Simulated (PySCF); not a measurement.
C₂H₇NSi₂

Input

```
{"job": {"kind": "uv", "xc": "CAM-B3LYP", "basis": "def2-SVPD", "nstates": 8, "ntriplets": 3}, "charge": 0, "multiplicity": 1}
C     -1.244543    -0.995906     0.803189
Si    -0.401034     0.075691    -0.524544
Si     1.915174     0.043085    -0.405872
C     -1.013245     1.813047    -0.186735
N     -1.351234     2.887233     0.028278
H     -0.937160    -0.698019     1.802538
H     -0.981871    -2.042909     0.677310
H     -2.327711    -0.919958     0.758604
H     -1.000365    -0.229780    -1.835886
H      2.404087     0.474796     0.905800
H      2.521192     0.908475    -1.418264
H      2.417911    -1.316441    -0.630446
```

Command:

```sh
OMP_NUM_THREADS=1 python probes_run.py task.json out
```

Geometry: GFN2-xTB.

Computed with PySCF, CAM-B3LYP/def2-SVPD, SCF density, gas phase.

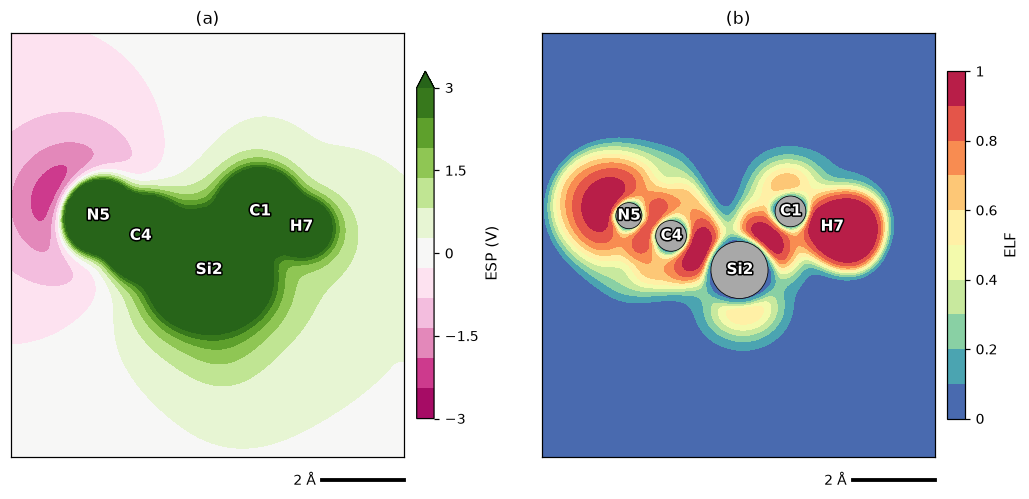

Figure 1. (a) electrostatic potential; (b) electron localisation function on the plane of atoms C1, Si2 and C4. Grey discs cover the atomic cores in the ELF map.

> Read the bonding off the picture.

Atoms in the plane: C, Si, N and H.
C–N (1.15 Å): the ELF peaks at about 0.85 between the atoms: a short, multiple covalent bond.
C–Si (1.87 Å): the ELF peaks at about 1 between the atoms: a shared electron pair.
C–H (1.09 Å): the ELF climbs to about 1 towards the hydrogen, as it does in any bond to H: an ordinary covalent bond to hydrogen.
The ELF also peaks beside N5, away from the bonds: lone-pair regions.
Outside the dense part of the molecule the potential is most negative (−2.2 V) near N5.

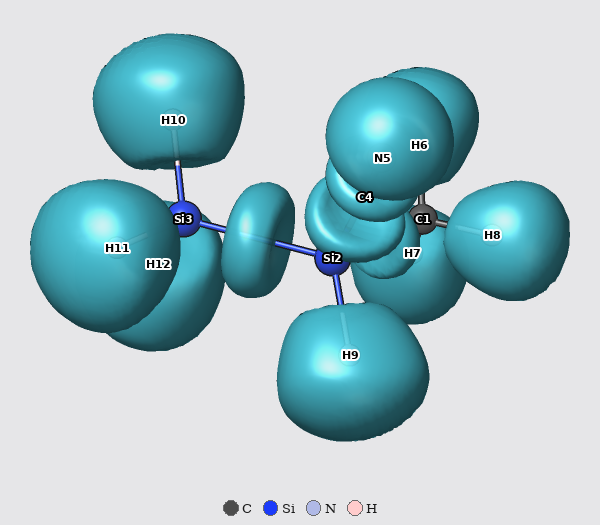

Figure 2. Isosurface of the ELF at 0.8 (cyan), seen from one side. Only the valence region is drawn (cores and ρ < 0.01 e/Å³ removed).

> Where are the electrons localised?

At this value the surface marks out one region between bonded C–N atoms (shared pairs), two regions between bonded C–Si atoms (shared pairs), one region between bonded Si–Si atoms (shared pairs), seven regions around hydrogen nuclei and one lobe on N, pointing away from the bonds (lone pairs).

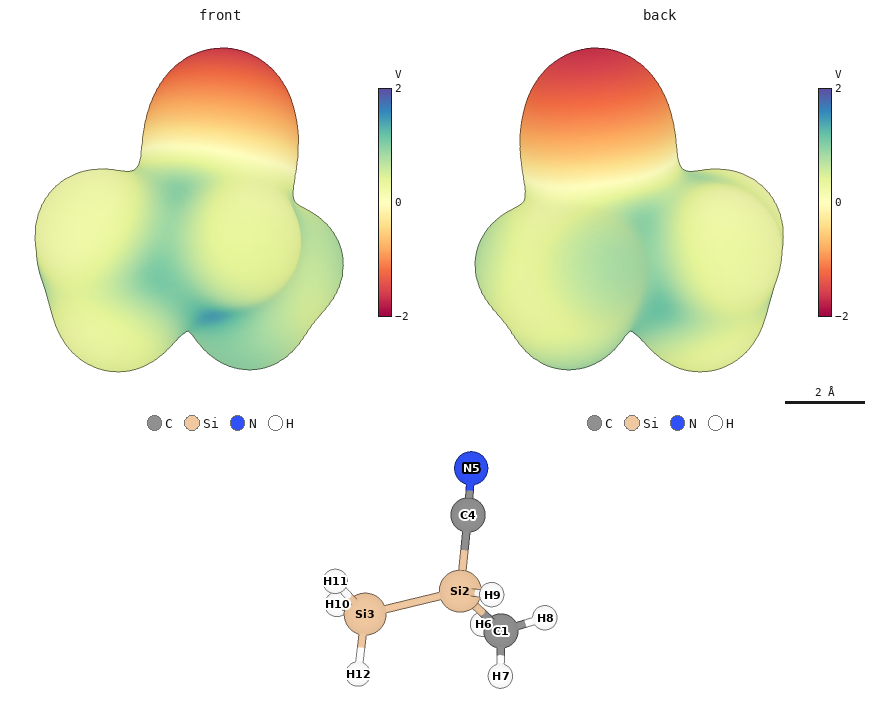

Figure 3. The molecular electrostatic potential painted on the density surface at 0.001 e/bohr³, seen from the front and from behind; red is negative and blue positive. The bare structure is drawn below in the same view.

> Describe the electrostatic potential map.

The most negative region (about −1.6 V) lies over N5, the most positive (about +1.3 V) over Si2. N5 is the likeliest acceptor of a hydrogen bond.

> What dipole moment does the calculation give?

Its dipole moment is 4.14 D.
